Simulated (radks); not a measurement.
# Filling a hard-walled sphere of radius 9.27 bohr*, with a point charge of +2 at the centre: electrons 39 to 41

Aim: add electrons one at a time to a hard-walled sphere of radius 9.27 bohr*, with a point charge of +2 at the centre, try the lowest free levels for each, keep the configuration of least energy, and see where shells close.

Method: non-relativistic spin-polarised Kohn-Sham, LDA (Slater exchange, Perdew-Wang correlation), spherically averaged shells; computed with radks, version 2.

## Step 1: The model

```
well                     : a hard-walled sphere of radius 9.27 bohr*, with a point charge of +2 at the centre
functional               : LDA (Slater exchange, Perdew-Wang correlation)
levels                   : named by radial order: 1s, 1p, 1d, 2s, 1f and so on
units                    : effective atomic units, hartree* and bohr*
configuration carried in : 1s2 1p6 1d10 2s2 1f14 1g(up 4, down 0) (N = 38, energy 84.490538)
```

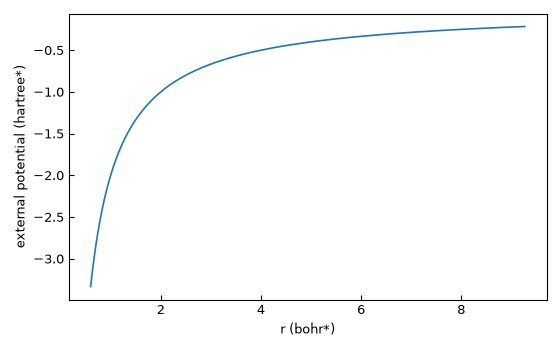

The external potential that the electrons feel; the hard wall stands at the right edge.

## Step 2: 39 electrons

Trying: add 1g up. Settings:

```ini
kind = hard wall
xc = PW
radius = 9.27  # bohr
z = 2  # e
electrons = 39
background = 0  # e
configuration = 1s2 1p6 1d10 2s2 1f14 1g(up 5, down 0)
```

Launch:

```console
python run_model.py task.json out
```

task.json names the series; the program runs every candidate in turn, and a move starts from the lowest state found so far. In the records, mag is the spin moment and err the last SCF error; their hartree and bohr are effective units.

From the run's result record (rounded, not every field):

```text
{
  "status": "converged",
  "energy_total [hartree]": 89.3097784,
  "energy_kinetic [hartree]": 16.01342,
  "energy_external [hartree]": -16.7971,
  "energy_hartree [hartree]": 99.57382,
  "energy_xc [hartree]": -9.480365,
  "energy_background [hartree]": 0.0,
  "orbitals [level, occupation, hartree, mean radius in bohr]": [
    ["1s up", 1, 4.51713, 0.966719],
    ["1p up", 3, 4.70703, 7.32283],
    ["1d up", 5, 4.74631, 7.3722],
    ["2s up", 1, 4.68726, 7.29267],
    ["1f up", 7, 4.80395, 7.42763],
    ["1g up", 5, 4.87919, 7.4847],
    ["1s down", 1, 4.51712, 0.966338],
    ["1p down", 3, 4.72202, 7.31013],
    ["1d down", 5, 4.76149, 7.36244],
    ["2s down", 1, 4.70215, 7.27865],
    ["1f down", 7, 4.81933, 7.42032]
  ],
  "r2_mean [bohr^2]": 52.64916,
  "mag [bohr magneton]": 5,
  "err": 1.3e-10
}
```

Trying: add 1g down. Changed: configuration = 1s2 1p6 1d10 2s2 1f14 1g(up 4, down 1).

Result:

```text
{
  "status": "converged",
  "energy_total [hartree]": 89.3222194,
  "energy_kinetic [hartree]": 16.01302,
  "energy_external [hartree]": -16.79712,
  "energy_hartree [hartree]": 99.57406,
  "energy_xc [hartree]": -9.467742,
  "energy_background [hartree]": 0.0,
  "orbitals [level, occupation, hartree, mean radius in bohr]": [
    ["1s up", 1, 4.51714, 0.966636],
    ["1p up", 3, 4.70986, 7.32057],
    ["1d up", 5, 4.74917, 7.37046],
    ["2s up", 1, 4.69007, 7.29019],
    ["1f up", 7, 4.80685, 7.42633],
    ["1g up", 4, 4.88212, 7.48375],
    ["1s down", 1, 4.51714, 0.966408],
    ["1p down", 3, 4.71884, 7.31298],
    ["1d down", 5, 4.75826, 7.36463],
    ["2s down", 1, 4.69899, 7.28181],
    ["1f down", 7, 4.81606, 7.42197],
    ["1g down", 1, 4.89144, 7.48055]
  ],
  "r2_mean [bohr^2]": 52.64881,
  "mag [bohr magneton]": 3,
  "err": 9.4e-11
}
```

Trying: add 1h up. Changed: configuration = 1s2 1p6 1d10 2s2 1f14 1g(up 4, down 0) 1h(up 1, down 0).

Result:

```text
{
  "status": "converged",
  "energy_total [hartree]": 89.4019422,
  "energy_kinetic [hartree]": 16.11651,
  "energy_external [hartree]": -16.79544,
  "energy_hartree [hartree]": 99.56188,
  "energy_xc [hartree]": -9.481007,
  "energy_background [hartree]": 0.0,
  "orbitals [level, occupation, hartree, mean radius in bohr]": [
    ["1s up", 1, 4.51631, 0.966695],
    ["1p up", 3, 4.70673, 7.32254],
    ["1d up", 5, 4.74602, 7.37197],
    ["2s up", 1, 4.68697, 7.29236],
    ["1f up", 7, 4.80367, 7.42745],
    ["1g up", 4, 4.8789, 7.48455],
    ["1h up", 1, 4.97107, 7.54082],
    ["1s down", 1, 4.51629, 0.966334],
    ["1p down", 3, 4.72173, 7.30924],
    ["1d down", 5, 4.76121, 7.3617],
    ["2s down", 1, 4.70185, 7.27769],
    ["1f down", 7, 4.81907, 7.4197]
  ],
  "r2_mean [bohr^2]": 52.6638,
  "mag [bohr magneton]": 5,
  "err": 1.3e-10
}
```

Trying: move 1g up to 1g down: the same state as a run above.

| candidate | configuration | above the lowest (hartree*) |
| --- | --- | --- |
| add 1g up | 1s2 1p6 1d10 2s2 1f14 1g(up 5, down 0) | lowest |
| add 1g down | 1s2 1p6 1d10 2s2 1f14 1g(up 4, down 1) | 0.0124 |
| add 1h up | 1s2 1p6 1d10 2s2 1f14 1g(up 4, down 0) 1h(up 1, down 0) | 0.0922 |
| move 1g up to 1g down | 1s2 1p6 1d10 2s2 1f14 1g(up 4, down 1) | 0.0124 |

Kept: 1s2 1p6 1d10 2s2 1f14 1g(up 5, down 0).

## Step 3: N = 40

Trying: add 1g up. Settings:

```ini
kind = hard wall
xc = PW
radius = 9.27  # bohr
z = 2  # e
electrons = 40
background = 0  # e
configuration = 1s2 1p6 1d10 2s2 1f14 1g(up 6, down 0)
```

From the run's result record (rounded, not every field):

```text
{
  "status": "converged",
  "energy_total [hartree]": 94.2489019,
  "energy_kinetic [hartree]": 16.61738,
  "energy_external [hartree]": -17.04898,
  "energy_hartree [hartree]": 104.4774,
  "energy_xc [hartree]": -9.796881,
  "energy_background [hartree]": 0.0,
  "orbitals [level, occupation, hartree, mean radius in bohr]": [
    ["1s up", 1, 4.64306, 0.966679],
    ["1p up", 3, 4.82759, 7.3375],
    ["1d up", 5, 4.86668, 7.38522],
    ["2s up", 1, 4.80792, 7.30818],
    ["1f up", 7, 4.92409, 7.43914],
    ["1g up", 6, 4.99906, 7.49488],
    ["1s down", 1, 4.64304, 0.966212],
    ["1p down", 3, 4.84535, 7.32284],
    ["1d down", 5, 4.88466, 7.37391],
    ["2s down", 1, 4.82557, 7.29205],
    ["1f down", 7, 4.9423, 7.43064]
  ],
  "r2_mean [bohr^2]": 52.90814,
  "mag [bohr magneton]": 6,
  "err": 1.2e-10
}
```

Trying: add 1g down. Changed: configuration = 1s2 1p6 1d10 2s2 1f14 1g(up 5, down 1).

Result:

```text
{
  "status": "converged",
  "energy_total [hartree]": 94.2642359,
  "energy_kinetic [hartree]": 16.61687,
  "energy_external [hartree]": -17.04902,
  "energy_hartree [hartree]": 104.4777,
  "energy_xc [hartree]": -9.781319,
  "energy_background [hartree]": 0.0,
  "orbitals [level, occupation, hartree, mean radius in bohr]": [
    ["1s up", 1, 4.64307, 0.966593],
    ["1p up", 3, 4.83035, 7.33538],
    ["1d up", 5, 4.86947, 7.38358],
    ["2s up", 1, 4.81066, 7.30586],
    ["1f up", 7, 4.92691, 7.43791],
    ["1g up", 5, 5.00191, 7.49397],
    ["1s down", 1, 4.64306, 0.966282],
    ["1p down", 3, 4.84216, 7.32566],
    ["1d down", 5, 4.88143, 7.37608],
    ["2s down", 1, 4.8224, 7.29516],
    ["1f down", 7, 4.93902, 7.43227],
    ["1g down", 1, 5.01417, 7.48983]
  ],
  "r2_mean [bohr^2]": 52.9077,
  "mag [bohr magneton]": 4,
  "err": 9.1e-11
}
```

Trying: add 1h up. Changed: configuration = 1s2 1p6 1d10 2s2 1f14 1g(up 5, down 0) 1h(up 1, down 0).

Result:

```text
{
  "status": "converged",
  "energy_total [hartree]": 94.340789,
  "energy_kinetic [hartree]": 16.72019,
  "energy_external [hartree]": -17.04737,
  "energy_hartree [hartree]": 104.4655,
  "energy_xc [hartree]": -9.797561,
  "energy_background [hartree]": 0.0,
  "orbitals [level, occupation, hartree, mean radius in bohr]": [
    ["1s up", 1, 4.64225, 0.966655],
    ["1p up", 3, 4.8273, 7.33721],
    ["1d up", 5, 4.8664, 7.38499],
    ["2s up", 1, 4.80763, 7.30788],
    ["1f up", 7, 4.92381, 7.43896],
    ["1g up", 5, 4.99879, 7.49473],
    ["1h up", 1, 5.09068, 7.54985],
    ["1s down", 1, 4.64223, 0.966207],
    ["1p down", 3, 4.84507, 7.32198],
    ["1d down", 5, 4.88439, 7.37319],
    ["2s down", 1, 4.82527, 7.29113],
    ["1f down", 7, 4.94204, 7.43003]
  ],
  "r2_mean [bohr^2]": 52.92213,
  "mag [bohr magneton]": 6,
  "err": 1.3e-10
}
```

Trying: move 1g up to 1g down: the same state as a run above.

| candidate | configuration | above the lowest (hartree*) |
| --- | --- | --- |
| add 1g up | 1s2 1p6 1d10 2s2 1f14 1g(up 6, down 0) | lowest |
| add 1g down | 1s2 1p6 1d10 2s2 1f14 1g(up 5, down 1) | 0.0153 |
| add 1h up | 1s2 1p6 1d10 2s2 1f14 1g(up 5, down 0) 1h(up 1, down 0) | 0.0919 |
| move 1g up to 1g down | 1s2 1p6 1d10 2s2 1f14 1g(up 5, down 1) | 0.0153 |

The series goes on from 1s2 1p6 1d10 2s2 1f14 1g(up 6, down 0).

From the same record, its empty bound levels (hartree) and its density (bohr, e/bohr³):

```text
empty: [["2p up", 5.2531], ["2d up", 5.3594], ["3s up", 5.2161], ["1h up", 5.0909], ["2p down", 5.258], ["1g down", 5.0175], ["2d down", 5.3662], ["3s down", 5.221], ["1h down", 5.1096]]
r: [0.291, 0.7509, 1.211, 1.671, 2.131, 2.591, 3.051, 3.511, 3.971, 4.431, 4.891, 5.351, 5.811, 6.271, 6.731, 7.191, 7.651, 8.111, 8.571, 9.031]
n: [1.133, 0.2204, 0.05014, 0.01264, 0.003438, 0.001044, 0.000449, 0.0004181, 0.0006864, 0.001295, 0.002438, 0.004421, 0.007603, 0.01221, 0.01789, 0.02309, 0.0248, 0.02006, 0.009909, 0.001318]
```

## Step 4: N = 41

Trying: add 1g up. Settings:

```ini
kind = hard wall
xc = PW
radius = 9.27  # bohr
z = 2  # e
electrons = 41
background = 0  # e
configuration = 1s2 1p6 1d10 2s2 1f14 1g(up 7, down 0)
```

From the run's result record (rounded, not every field):

```text
{
  "status": "converged",
  "energy_total [hartree]": 99.307889,
  "energy_kinetic [hartree]": 17.22643,
  "energy_external [hartree]": -17.30064,
  "energy_hartree [hartree]": 109.4997,
  "energy_xc [hartree]": -10.11756,
  "energy_background [hartree]": 0.0,
  "orbitals [level, occupation, hartree, mean radius in bohr]": [
    ["1s up", 1, 4.76887, 0.966652],
    ["1p up", 3, 4.9481, 7.35168],
    ["1d up", 5, 4.98701, 7.39786],
    ["2s up", 1, 4.92853, 7.32316],
    ["1f up", 7, 5.04419, 7.45034],
    ["1g up", 7, 5.11891, 7.5048],
    ["1s down", 1, 4.76885, 0.966093],
    ["1p down", 3, 4.96857, 7.33522],
    ["1d down", 5, 5.00773, 7.3851],
    ["2s down", 1, 4.94887, 7.3051],
    ["1f down", 7, 5.06516, 7.44072]
  ],
  "r2_mean [bohr^2]": 53.1577,
  "mag [bohr magneton]": 7,
  "err": 2.5e-10
}
```

Trying: add 1g down. Changed: configuration = 1s2 1p6 1d10 2s2 1f14 1g(up 6, down 1).

Result:

```text
{
  "status": "converged",
  "energy_total [hartree]": 99.3260427,
  "energy_kinetic [hartree]": 17.2258,
  "energy_external [hartree]": -17.30069,
  "energy_hartree [hartree]": 109.5001,
  "energy_xc [hartree]": -10.09914,
  "energy_background [hartree]": 0.0,
  "orbitals [level, occupation, hartree, mean radius in bohr]": [
    ["1s up", 1, 4.76889, 0.966562],
    ["1p up", 3, 4.9508, 7.34969],
    ["1d up", 5, 4.98974, 7.39631],
    ["2s up", 1, 4.93121, 7.32099],
    ["1f up", 7, 5.04695, 7.44917],
    ["1g up", 6, 5.1217, 7.50395],
    ["1s down", 1, 4.76888, 0.966163],
    ["1p down", 3, 4.96538, 7.338],
    ["1d down", 5, 5.00449, 7.38726],
    ["2s down", 1, 4.9457, 7.30817],
    ["1f down", 7, 5.06188, 7.44234],
    ["1g down", 1, 5.1368, 7.4989]
  ],
  "r2_mean [bohr^2]": 53.15716,
  "mag [bohr magneton]": 5,
  "err": 1.5e-09
}
```

Trying: add 1h up. Changed: configuration = 1s2 1p6 1d10 2s2 1f14 1g(up 6, down 0) 1h(up 1, down 0).

Result:

```text
{
  "status": "converged",
  "energy_total [hartree]": 99.3995073,
  "energy_kinetic [hartree]": 17.32897,
  "energy_external [hartree]": -17.29906,
  "energy_hartree [hartree]": 109.4879,
  "energy_xc [hartree]": -10.11828,
  "energy_background [hartree]": 0.0,
  "orbitals [level, occupation, hartree, mean radius in bohr]": [
    ["1s up", 1, 4.76808, 0.966627],
    ["1p up", 3, 4.94783, 7.3514],
    ["1d up", 5, 4.98674, 7.39763],
    ["2s up", 1, 4.92825, 7.32286],
    ["1f up", 7, 5.04392, 7.45016],
    ["1g up", 6, 5.11865, 7.50465],
    ["1h up", 1, 5.21027, 7.55868],
    ["1s down", 1, 4.76806, 0.966088],
    ["1p down", 3, 4.9683, 7.3344],
    ["1d down", 5, 5.00746, 7.38441],
    ["2s down", 1, 4.94858, 7.30421],
    ["1f down", 7, 5.06491, 7.44013]
  ],
  "r2_mean [bohr^2]": 53.17107,
  "mag [bohr magneton]": 7,
  "err": 1.2e-09
}
```

Trying: move 1g up to 1g down: the same state as a run above.

| candidate | configuration | above the lowest (hartree*) |
| --- | --- | --- |
| add 1g up | 1s2 1p6 1d10 2s2 1f14 1g(up 7, down 0) | lowest |
| add 1g down | 1s2 1p6 1d10 2s2 1f14 1g(up 6, down 1) | 0.0182 |
| add 1h up | 1s2 1p6 1d10 2s2 1f14 1g(up 6, down 0) 1h(up 1, down 0) | 0.0916 |
| move 1g up to 1g down | 1s2 1p6 1d10 2s2 1f14 1g(up 6, down 1) | 0.0182 |

Lowest: 1s2 1p6 1d10 2s2 1f14 1g(up 7, down 0).

## Step 5: The series side by side

| N | configuration | unpaired | chemical potential (hartree*) | addition energy (hartree*) | rms radius (bohr*) |
| --- | --- | --- | --- | --- | --- |
| 39 | 1s2 1p6 1d10 2s2 1f14 1g(up 5, down 0) | 5 | 4.819 | 0.120 | 7.26 |
| 40 | 1s2 1p6 1d10 2s2 1f14 1g(up 6, down 0) | 6 | 4.939 | 0.120 | 7.27 |
| 41 | 1s2 1p6 1d10 2s2 1f14 1g(up 7, down 0) | 7 | 5.059 | - | 7.29 |

Chemical potential E(N) - E(N-1); addition energy E(N+1) + E(N-1) - 2E(N).

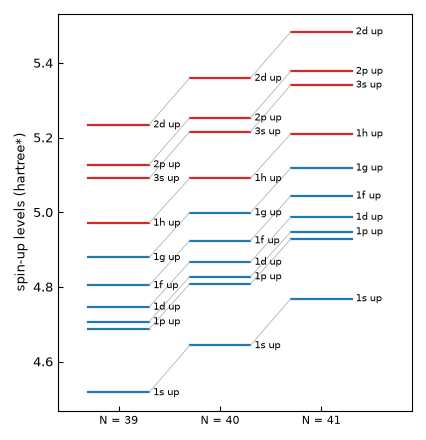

Spin-up levels of the kept configurations; wholly or partly filled blue, empty red.

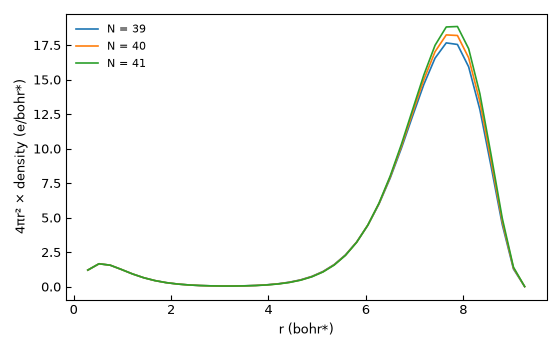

Radial distributions of the electrons.

## Step 6: What came out

| quantity | value |
| --- | --- |
| closed shells at N | none in this range |
| most unpaired electrons | 7 at N = 41 |
| configuration at N = 41 | 1s2 1p6 1d10 2s2 1f14 1g(up 7, down 0) |

What this shows: No closed-shell configuration falls in this range. The largest moment in range is 7, first at N = 41: exchange favours parallel spins in open shells. Only a few candidates are tried at each count, so a lower state may have been missed.
